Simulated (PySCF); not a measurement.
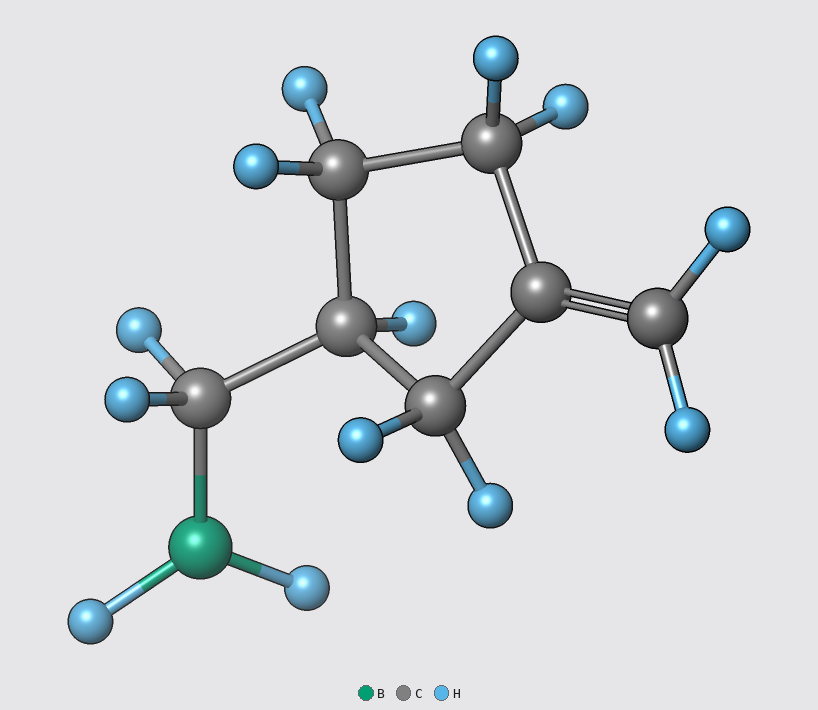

A ball-and-stick model of a molecule. Multiple sticks mark multiple bonds (one Kekulé form).

The geometry was computed by an optimisation with PBE0-D3(BJ)/def2-SVP. No frequency run is at hand to confirm it as a minimum.

Identify the structure.

It has 21 atoms: 7 carbon, 13 hydrogen and 1 boron (C₇H₁₃B). SMILES: `BC[C@H]1CCC(=C)C1`. Independent rings (smallest set): 1 of 5 members. Among its groups: alkene, B–H bond. The point group is C1. Coordination: 1 B trigonal planar; 5 C tetrahedral; 2 C trigonal planar.

More results for the same structure follow; atom numbers are the same in all pictures, views and colours differ.

Shape

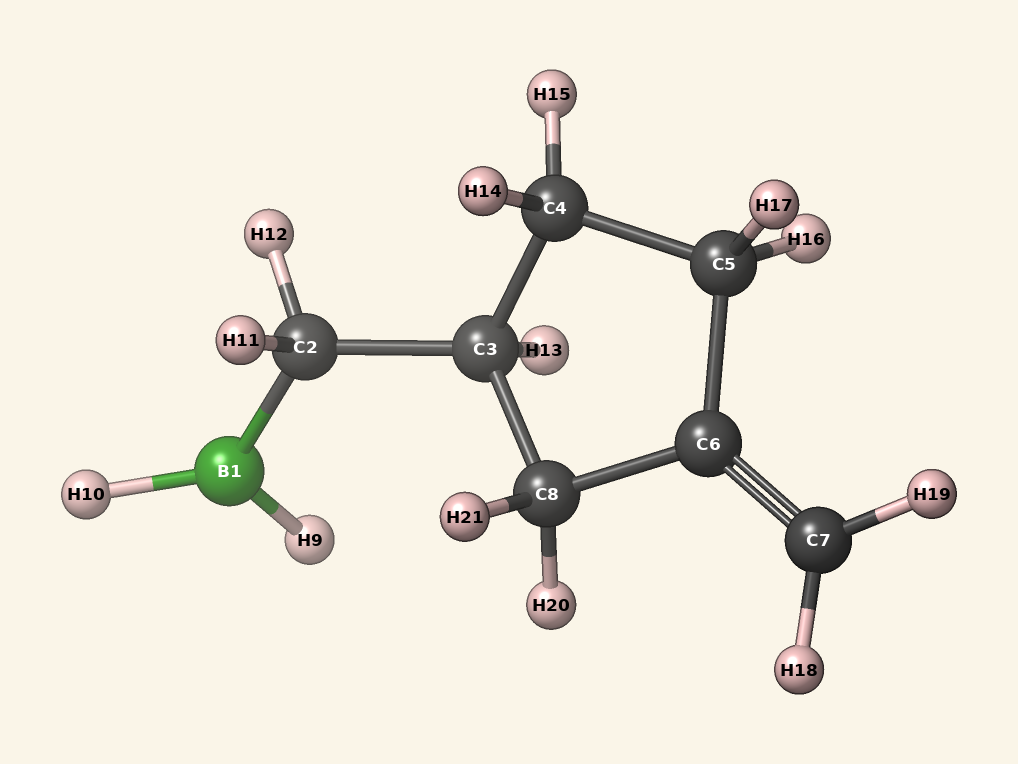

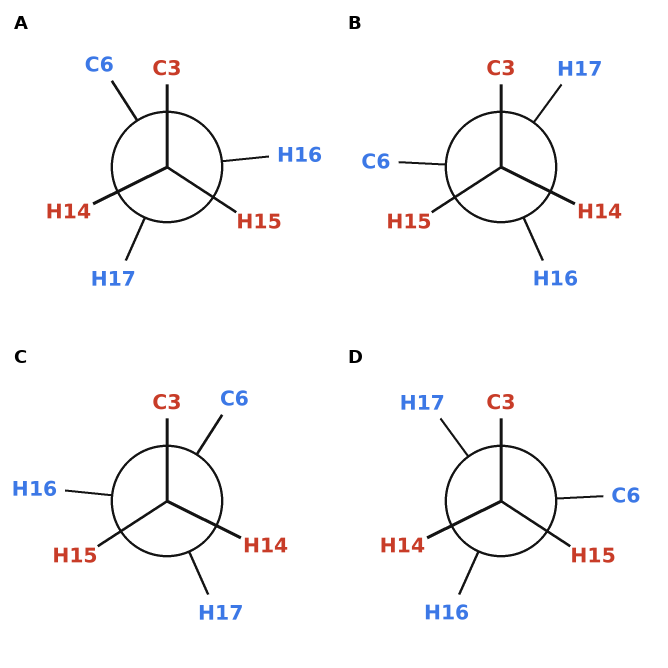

Atoms fade into the background with distance from the viewer. Bonds that would overlap in a projection are set slightly apart. No frequency run is at hand to confirm it as a minimum.

Which Newman projection shows the view along C4–C5, with C4 in front?

A. The torsion angle C3–C4–C5–C6 is −33°, synclinal (gauche).

Dipole moment

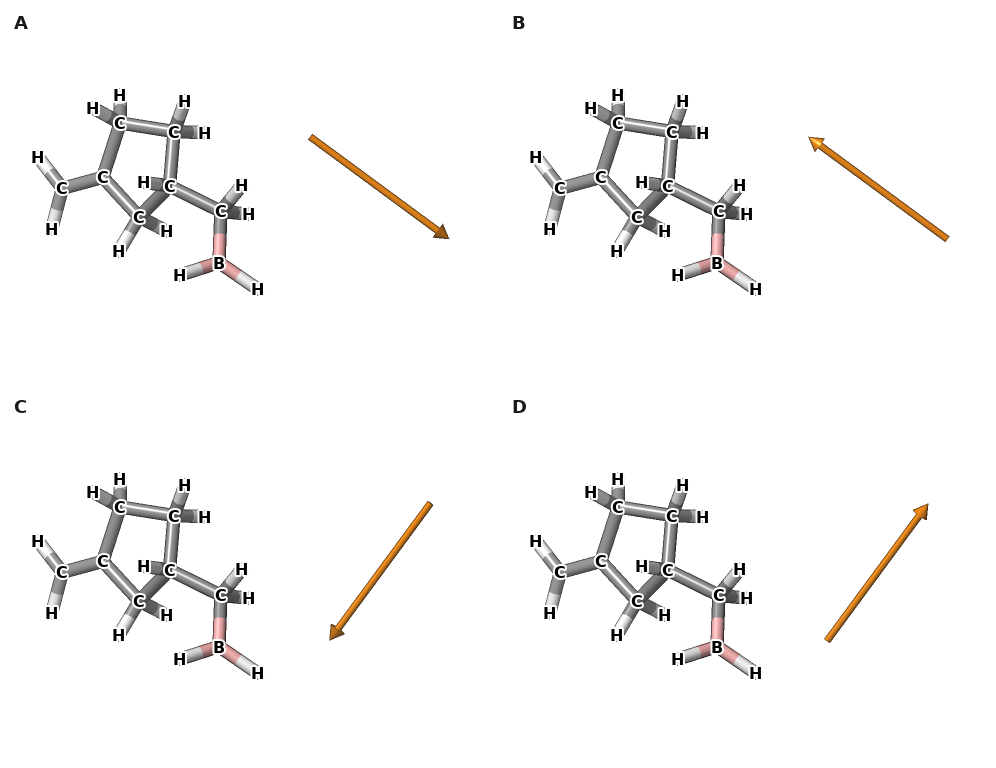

The same molecule four times, each with an arrow. No frequency run is at hand to confirm it as a minimum. Properties computed with CAM-B3LYP/pcSseg-1, gas phase (PySCF 2.14.0).

Which arrow points along the dipole moment, from the negative to the positive end?

D. The dipole moment is 0.87 D.

Bond orders

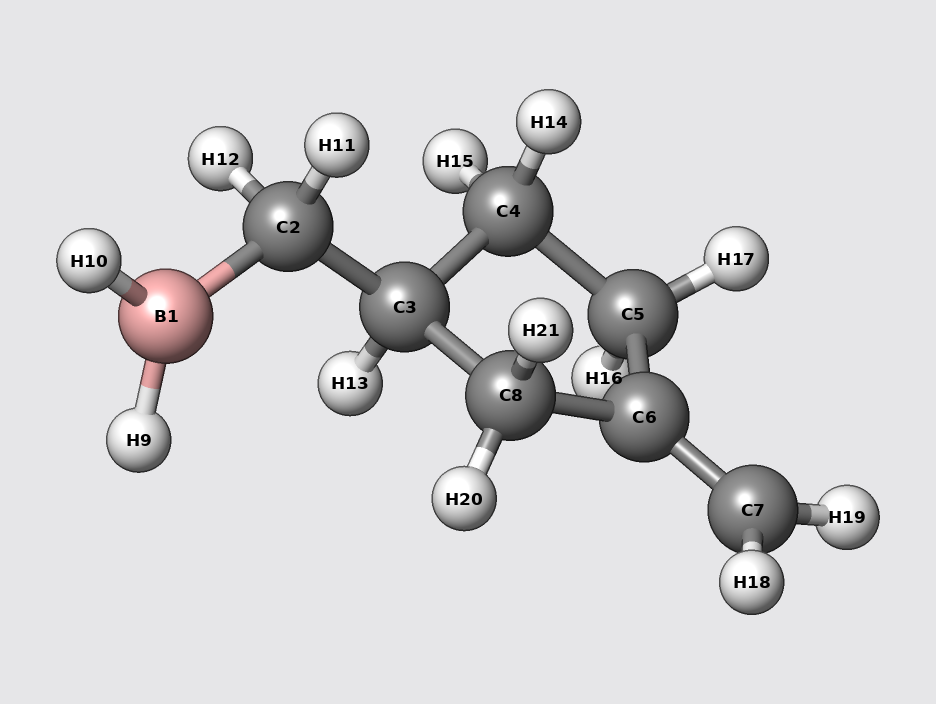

Every bond is drawn as one stick. No frequency run is at hand to confirm it as a minimum. Computed with PBE0/pcSseg-1 (PySCF 2.14.0).

Which bond between heavy atoms has the highest Mayer bond order?

C6–C7, 2.02, at a length of 1.334 Å.

List the Mayer bond orders of B1–C2, C2–C3, C3–C4, C3–C8, C4–C5, C5–C6, C6–C7, C6–C8 (bonds between heavy atoms, one of each equivalent set).

| bond | Mayer order | length (Å) |
| --- | --- | --- |
| B1–C2 | 1.03 | 1.553 |
| C2–C3 | 1.02 | 1.520 |
| C3–C4 | 0.99 | 1.532 |
| C3–C8 | 0.98 | 1.534 |
| C4–C5 | 1.04 | 1.528 |
| C5–C6 | 1.00 | 1.516 |
| C6–C7 | 2.02 | 1.334 |
| C6–C8 | 1.01 | 1.512 |

Electronic properties

No frequency run is at hand to confirm it as a minimum. Properties computed with B3LYP/def2-SVPD, gas phase (PySCF 2.14.0). Excitations: vertical, linear response.

What is the mean static polarisability?

97.8 bohr³.

Give the HOMO energy (Kohn–Sham orbital) at this level.

−6.70 eV.

Give the lowest vertical singlet excitation at this level.

4.62 eV.

What is the LUMO energy (Kohn–Sham orbital)?

−1.51 eV.

Charges

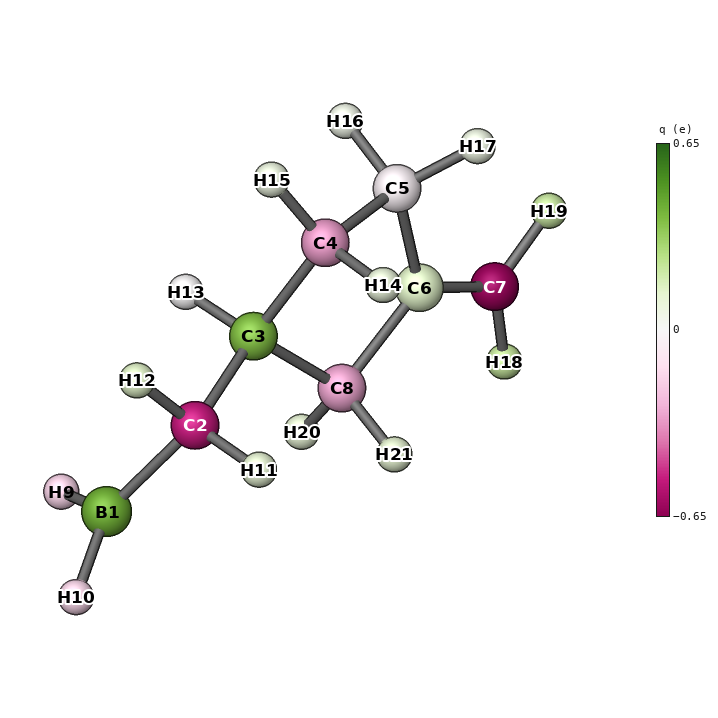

Atoms are coloured by their ESP-fitted charges. No frequency run is at hand to confirm it as a minimum. Properties computed with PBE0/pcSseg-1, gas phase (PySCF 2.14.0).

Which atom carries the highest charge (most positive or least negative)?

B1 (0.42 e).

And the lowest?

C7 (−0.62 e).

List the ESP-fitted charges.

```tsv
atom	value (e)
B1	0.42
C2	−0.52
C3	0.38
C4	−0.31
C5	−0.04
C6	0.14
C7	−0.62
C8	−0.29
H9	−0.16
H10	−0.15
H11	0.11
H12	0.14
H13	−0.01
H14	0.09
H15	0.08
H16	0.05
H17	0.07
H18	0.21
H19	0.20
H20	0.10
H21	0.12
```
